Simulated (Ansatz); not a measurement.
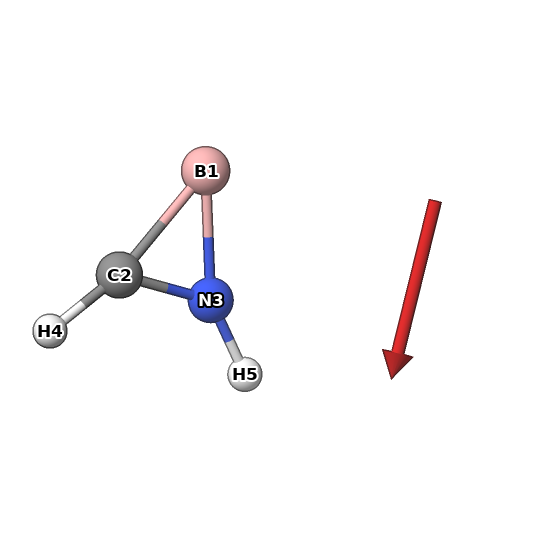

The arrow beside the molecule shows the direction of the dipole moment, from the negative to the positive end (its length means nothing). The geometry was computed by an optimisation with PBE-D4/def2-SVP. No frequency run is at hand to confirm it as a minimum. Method: RKS PBE-D4/def2-SVP (Ansatz 0.2.0).

> How large is the dipole moment?

5.89 D; it points from the side of B1 to the side of H4, H5 (the outermost atoms at the two ends).
